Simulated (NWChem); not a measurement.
# AlClOF (charge +1): single-point calculation

System: AlClOF, charge +1.
Method: CCSD/def2-SVP, RHF (NWChem 7.3.0).

The run did not end well. The geometry is that of the parent species in another charge or spin state. The geometry comes from this level: PBE0-D4/def2-TZVP.

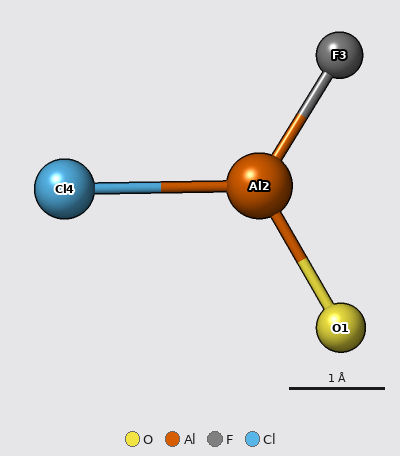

The input geometry (ball-and-stick view, seen on its broad side; atoms are numbered from 1 in the order of the input). Sticks mark near contacts. Bond lengths as drawn: Al–Cl 2.06 Å, Al–F 1.63 Å and Al–O 1.72 Å.

### What the run reported

- outcome: stopped at the time limit
- basis functions: 64
- hardware: 1 thread of Intel Xeon (Sapphire Rapids), 16 GiB of memory available, shared host
- wall time: 80 s
- peak memory: 0.14 GiB

### Diagnosis

The run was cut off by its time limit, so the output is incomplete.

### Input file
```
start a
memory 2200 mb
charge 1

geometry noautosym nocenter noautoz
   O        0.993300       0.591700       1.294800
   Al       0.061900      -0.095200       0.016700
   F        0.278100      -1.671200      -0.348900
   Cl      -1.277700       1.114400      -0.982900
end

basis "ao basis" spherical bse
   * library def2-SVP
end

scf
   nopen 0
   rhf
   thresh 1e-08
   maxiter 80
   tol2e 1e-05
   print low
end

ccsd
   freeze core 12
   maxiter 60
end

task ccsd energy
```

Launch command:
```bash
nwchem a.nw > a.out
```

### What the program printed
```
Northwest Computational Chemistry Package (NWChem) 7.3.0
             --------------------------------------------------------

           Job information
           ---------------

    nwchem branch   = 7.3.0
    use scalapack   = T
    input           = a.nw
    prefix          = a.
    data base       = ./a.db
    status          = startup
    nproc           =        1

           Memory information
           ------------------

    heap     =     72089598 doubles =      550.0 Mbytes
    stack    =     72089595 doubles =      550.0 Mbytes
    global   =    144179200 doubles =     1100.0 Mbytes (distinct from heap & stack)
    total    =    288358393 doubles =     2200.0 Mbytes
    verify   = yes
    hardfail = no

           Directory information
           ---------------------

  0 permanent = .
  0 scratch   = .

                                NWChem Input Module
                                -------------------

 Scaling coordinates for geometry "geometry" by  1.889725989
 (inverse scale =  0.529177249)

                             Geometry "geometry" -> ""
                             -------------------------

 Output coordinates in angstroms (scale by  1.889725989 to convert to a.u.)

  No.       Tag          Charge          X              Y              Z
 ---- ---------------- ---------- -------------- -------------- --------------
    1 O                    8.0000     0.99330000     0.59170000     1.29480000
    2 Al                  13.0000     0.06190000    -0.09520000     0.01670000
    3 F                    9.0000     0.27810000    -1.67120000    -0.34890000
    4 Cl                  17.0000    -1.27770000     1.11440000    -0.98290000

      Atomic Mass
      -----------

      O                 15.994910
      Al                26.981540
      F                 18.998400
      Cl                34.968850

 Effective nuclear repulsion energy (a.u.)     186.7056670903

            Nuclear Dipole moment (a.u.)
            ----------------------------
        X                 Y               Z
 ---------------- ---------------- ----------------
   -19.7795729499    13.9839723155   -17.5251298455

            XYZ format geometry
            -------------------
     4
 geometry
 O                     0.99330000     0.59170000     1.29480000
 Al                    0.06190000    -0.09520000     0.01670000
 F                     0.27810000    -1.67120000    -0.34890000
 Cl                   -1.27770000     1.11440000    -0.98290000

 ==============================================================================
                                internuclear distances
 ------------------------------------------------------------------------------
       center one      |      center two      | atomic units |  angstroms
 ------------------------------------------------------------------------------
    2 Al               |   1 O                |     3.25827  |     1.72420
    3 F                |   2 Al               |     3.08447  |     1.63223
    4 Cl               |   2 Al               |     3.89891  |     2.06322
 ------------------------------------------------------------------------------
                         number of included internuclear distances:          3
 ==============================================================================

 ==============================================================================
                                 internuclear angles
 ------------------------------------------------------------------------------
        center 1       |       center 2       |       center 3       |  degrees
 ------------------------------------------------------------------------------
    1 O                |   2 Al               |   3 F                |   118.63
    1 O                |   2 Al               |   4 Cl               |   118.44
    3 F                |   2 Al               |   4 Cl               |   122.93
 ------------------------------------------------------------------------------
                            number of included internuclear angles:          3
 ==============================================================================

 Summary of "ao basis" -> "" (spherical)
 ------------------------------------------------------------------------------
       Tag                 Description            Shells   Functions and Types
 ---------------- ------------------------------  ------  ---------------------
 *                          def2-SVP                  on all atoms

                      Basis "ao basis" -> "ao basis" (spherical)
                      -----
  [basis functions not shown]

 Summary of "ao basis" -> "ao basis" (spherical)
 ------------------------------------------------------------------------------
       Tag                 Description            Shells   Functions and Types
 ---------------- ------------------------------  ------  ---------------------
 O                          def2-SVP                 6       14   3s2p1d
 Al                         def2-SVP                 8       18   4s3p1d
 F                          def2-SVP                 6       14   3s2p1d
 Cl                         def2-SVP                 8       18   4s3p1d

                                 NWChem SCF Module
                                 -----------------

  ao basis        = "ao basis"
  functions       =    64
  atoms           =     4
  closed shells   =    23
  open shells     =     0
  charge          =   1.00
  wavefunction    = RHF
  input vectors   = atomic
  output vectors  = ./a.movecs
  use symmetry    = F
  symmetry adapt  = F

 Forming initial guess at       0.0s

 Starting SCF solution at       0.2s

  ga_iter_lsolve: convergence stagnant ... aborting solve
  ga_iter_lsolve: convergence stagnant ... aborting solve

       Final RHF  results
       ------------------

         Total SCF energy =   -874.969487747872
      One-electron energy =  -1574.170923192785
      Two-electron energy =    512.495768354565
 Nuclear repulsion energy =    186.705667090348

        Time for solution =     11.5s

                   Four-Index Transformation
                   -------------------------
          Number of basis functions:             64
          Number of shells:                      28
          Number of occupied orbitals:           23
          Number of occ. correlated orbitals:    11
          Block length:                          16
          Superscript MO index range:     13 -   23
          Subscript MO index range:       13 -   64
          MO coefficients read from:  ./a.movecs
          Number of operator matrices in core:  132
          Half-transformed integrals produced

     Pass:    1     Index range:   13  -   23     Time:      1.18
 ------------------------------------------
 MP2 Energy (coupled cluster initial guess)
 ------------------------------------------
 Reference energy:           -874.969487747871653
 MP2 Corr. energy:             -0.500608592857240
 Total MP2 energy:           -875.470096340728901

 ****************************************************************************
              the segmented parallel ccsd program:    1 nodes
 ****************************************************************************

 level of theory    ccsd
 number of core        12
 number of occupied    11
 number of virtual     41
 number of deleted      0
 total functions       64
 number of shells      28
 basis label          566

   ***** ccsd parameters *****
   iprt   =     0
   convi  =  0.100E-05
   maxit  =    60
   mxvec  =     5
 memory            144172116
  Using  1 OpenMP thread(s) in CCSD
  Failed reading restart vector from ./a.t2
  Using MP2 initial guess vector

 iter     correlation     delta       rms       T2     Non-T2      Main
             energy      energy      error      ampl     ampl      Block
                                                time     time      time
   1     -0.5136179392 -5.136D-01  2.039D-01     1.93     0.00     1.79
   2     -0.5415643397 -2.795D-02  3.948D-01     1.91     0.00     1.79
   3     -0.5356373774  5.927D-03  6.785D-02     1.77     0.00     1.66
   4     -0.5428803550 -7.243D-03  2.658D-02     2.19     0.00     2.08
   5     -0.5434806054 -6.003D-04  3.298D-02     1.77     0.00     1.67
   6     -0.5486847440 -5.204D-03  5.173D-02     1.87     0.00     1.76
   7     -0.5579198201 -9.235D-03  6.785D-02     1.91     0.00     1.79
   8     -0.5596406306 -1.721D-03  5.896D-02     1.85     0.00     1.74
   9     -0.5714425137 -1.180D-02  1.049D-01     1.83     0.00     1.71
  10     -0.5551343169  1.631D-02  1.801D-01     1.80     0.00     1.69
  11     -0.5680745790 -1.294D-02  1.824D-02     1.98     0.00     1.87
  12     -0.5676464270  4.282D-04  1.525D-02     1.98     0.00     1.86
  13     -0.5686386230 -9.922D-04  6.366D-03     2.06     0.00     1.95
  14     -0.5686171965  2.143D-05  2.403D-03     1.72     0.00     1.63
  15     -0.5685507320  6.646D-05  1.856D-03     1.82     0.00     1.71
  16     -0.5685083582  4.237D-05  1.706D-03     1.92     0.00     1.81
  17     -0.5684836362  2.472D-05  8.441D-04     1.80     0.00     1.69
  18     -0.5684491751  3.446D-05  5.348D-04     1.89     0.00     1.77
  19     -0.5684124400  3.674D-05  7.722D-04     1.94     0.00     1.82
  20     -0.5684189994 -6.559D-06  4.674D-04     1.90     0.00     1.79
  21     -0.5684060218  1.298D-05  3.043D-04     1.94     0.00     1.82
  22     -0.5683964532  9.569D-06  4.422D-04     1.88     0.00     1.77
  23     -0.5683927734  3.680D-06  3.166D-04     1.82     0.00     1.71
  24     -0.5683932561 -4.827D-07  3.372D-04     1.78     0.00     1.66
  25     -0.5683877896  5.467D-06  3.210D-04     1.88     0.00     1.77
  26     -0.5684004175 -1.263D-05  3.430D-05     1.85     0.00     1.73
  27     -0.5683956035  4.814D-06  1.336D-04     1.90     0.00     1.79
  28     -0.5684037894 -8.186D-06  2.805D-05     1.78     0.00     1.67
  29     -0.5684068336 -3.044D-06  5.840D-05     1.87     0.00     1.77
  30     -0.5684094217 -2.588D-06  2.038D-05     1.95     0.00     1.83
  31     -0.5684096550 -2.333D-07  2.830D-05     1.82     0.00     1.71
  32     -0.5684123197 -2.665D-06  3.539D-05     1.80     0.00     1.67
  33     -0.5684120830  2.367D-07  2.040D-06     1.84     0.00     1.73
  34     -0.5684119206  1.624D-07  1.256D-05     1.78     0.00     1.67
  35     -0.5684118189  1.017D-07  5.896D-06     1.79     0.00     1.67
```
